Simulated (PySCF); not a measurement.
C4H9, SMILES [CH2]C(C)C, doublet at its PBE0/def2-SVP optimised geometry (Å):

```
13

C      0.1051     0.8128     1.2423
C     -0.2667     0.0790     0.0000
C      0.2752    -1.3503     0.0000
C      0.1527     0.8405    -1.2573
H      0.1128     1.9062     1.2639
H      0.2013     0.2846     2.1952
H     -1.3774     0.0023    -0.0253
H     -0.0629    -1.9048    -0.8893
H     -0.0592    -1.9062     0.8899
H      1.3774    -1.3503     0.0000
H     -0.1866     0.3233    -2.1683
H     -0.2707     1.8571    -1.2705
H      1.2496     0.9340    -1.3098
```

Level of theory: unrestricted PBE0/def2-TZVP in PySCF 2.14.0. Cells within 0.4 Å of a nucleus heavier than hydrogen are left out (blank, or x).

Map of the deformation density (molecule minus spherical neutral atoms) (e/bohr³) on the plane z = 1.5 Å:

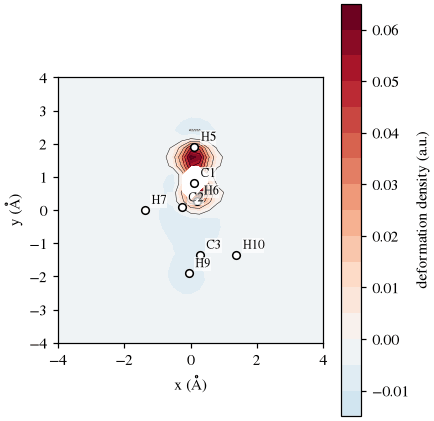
Figure: Deformation density (molecule minus spherical neutral atoms) (e/bohr³) on the plane z = 1.5 Å.
